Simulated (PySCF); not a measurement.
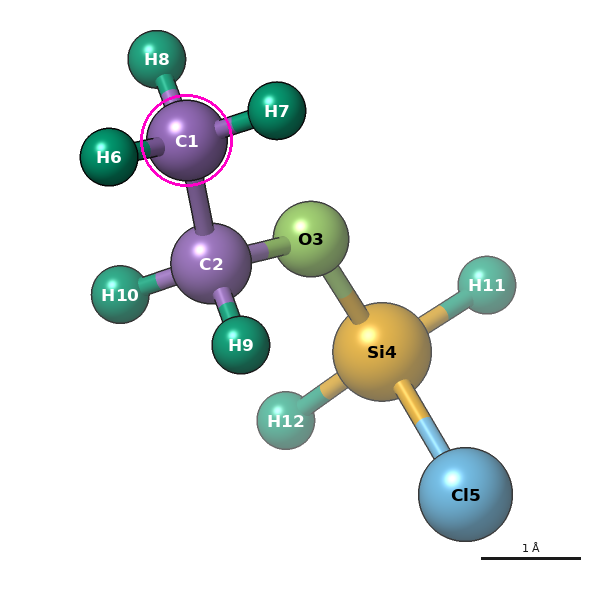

Orthographic view. Depth is shown by fading: the farther an atom, the more it takes the colour of the background. The computed structure is the end point of a PBE0-D3(BJ)/def2-SVP optimisation. No frequency run is at hand to confirm it as a minimum.

**Name the neighbours of the circled atom.**

The circled atom is C1; it is bonded to C2, H6, H7, H8.

**What is the shortest path along bonds from the circled atom to Si4?**

C1–C2–O3–Si4, 3 bonds; through space the two are 3.98 Å apart.

**Which two atoms are farthest apart in space?**

H6 and H11, 5.85 Å.

**Of C2 and O3, which is nearer the viewer?**

C2; the bond to O3 points away from the viewer, so it looks shorter than its 1.41 Å.
